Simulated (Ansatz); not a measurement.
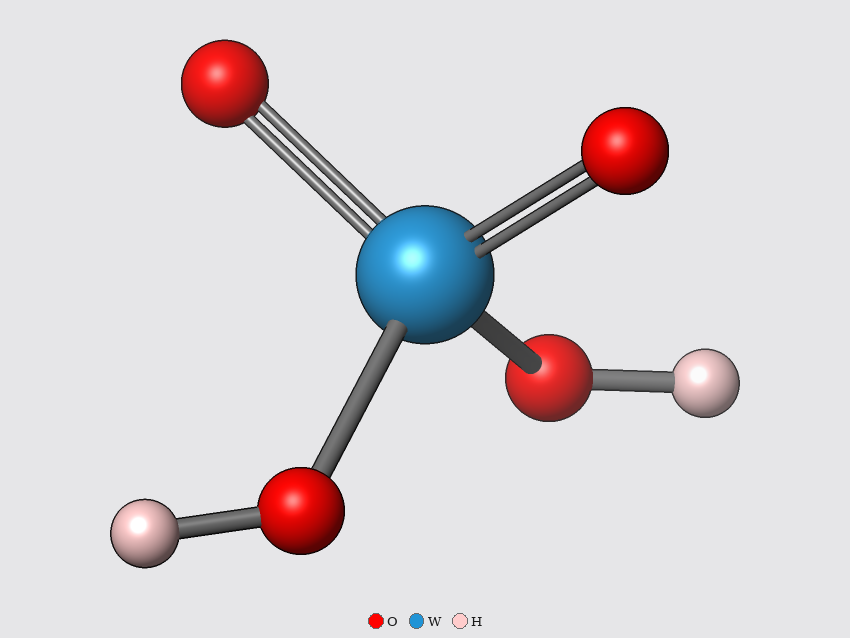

Ball-and-stick drawing of a structure. Double and triple bonds are drawn as two and three sticks.

Charge 0, singlet.

Count the atoms of each element.

H₂O₄W, 7 atoms: 2 hydrogen, 4 oxygen and 1 tungsten.

What is its SMILES?

[O]=[W](=[O])([OH])[OH]

How many atoms are distinct by symmetry?

4: 2 O, 1 W, 2 O, 2 H.

Count the bonded pairs by element.

4 O–W, 2 O–H.

Which point group does it belong to?

C2.

The parts below concern this one geometry. Atoms keep their numbers from picture to picture. Computed geometry: PBE0-D4/def2-TZVP optimisation.

## Shape

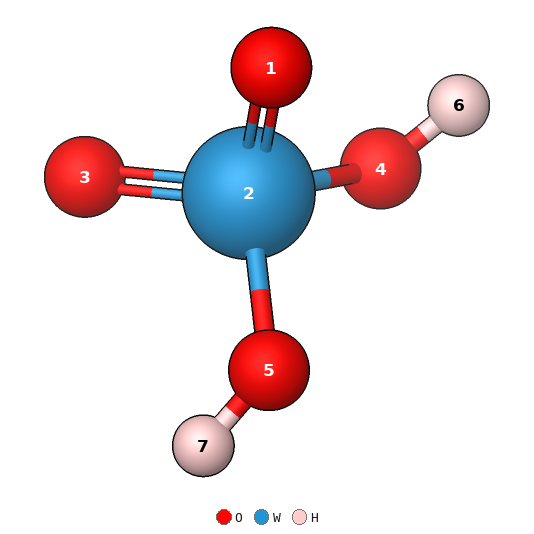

What is the geometry at W2?

W2 has 4 neighbours (O1 at 1.70, O3 at 1.70, O4 at 1.88, O5 at 1.88 Å); the arrangement is tetrahedral.

Describe the coordination of atom 4.

O4 has 2 neighbours (W2 at 1.88, H6 at 0.96 Å); the arrangement is bent.

## Electronic properties

Properties computed with RKS BHLYP-D4/def2-TZVPP, core potentials on W (Ansatz 0.2.0).

Estimate the HOMO–LUMO gap.

9.91 eV.

What is the HOMO energy (Kohn–Sham orbital)?

−10.51 eV.

Estimate the dispersion correction.

−20.0 kJ/mol.

## Vibrations

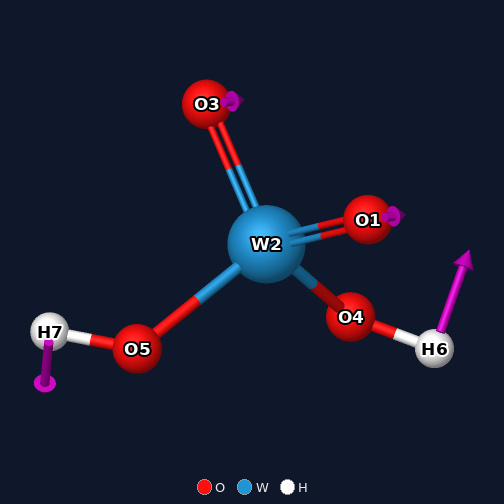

The arrows show one normal mode. Harmonic vibrations computed with RKS PBE0-D4/def2-TZVP, core potentials on W (Ansatz 0.2.0) at a stationary point of the same level.

At what wavenumber does it lie?

257 cm⁻¹; it is mode 4 of 15 counted from the lowest.

## Charges

The questions are on Mulliken charges. Method: RKS PBE0-D4/def2-TZVP, core potentials on W (Ansatz 0.2.0).

Which atom carries the highest charge (most positive or least negative)?

W2 (1.54 e).

And the lowest?

O4, O5 (−0.64 e).

List the Mulliken charges.

| atom | value (e) |
| --- | --- |
| O1 | −0.49 |
| W2 | 1.54 |
| O3 | −0.49 |
| O4 | −0.64 |
| O5 | −0.64 |
| H6 | 0.36 |
| H7 | 0.36 |

Mulliken values depend strongly on the basis set and can even reverse the polarity of a bond.
